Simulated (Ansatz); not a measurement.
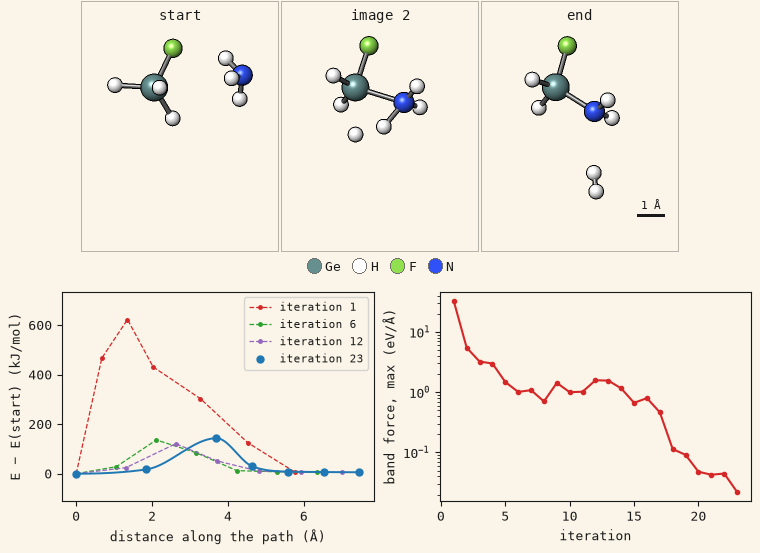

A nudged-elastic-band calculation for GeNH6F. Images are numbered from 0 (start) to 6 (end). The plot follows the band through its iterations. A ball-and-stick model, seen at a tilt.

The calculation used RKS PBE-D4/def2-SVP (Ansatz). Run with 5 movable images; climbing image; force threshold 0.03 eV/Å; iteration limit 60; starting path through a guess of the saddle point.

> How did the profile develop, and is the result final?

The result is final at these settings. The band converged in 23 iterations. The largest component of the band force went from 32 to 0.022 eV/Å. The climbing image converged on the top of the path. Its vibrational analysis gives one imaginary mode (1280i cm⁻¹), as a transition state must have. The first iteration put the highest image at 622.8 kJ/mol. The highest point, image 2, lies 143.4 kJ/mol above the start and 137.5 kJ/mol above the end; the end is at +5.9 kJ/mol relative to the start.

Cost: 2.5 min on 2 threads of Arm Neoverse V1, on a shared host, peak memory 0.13 GiB.
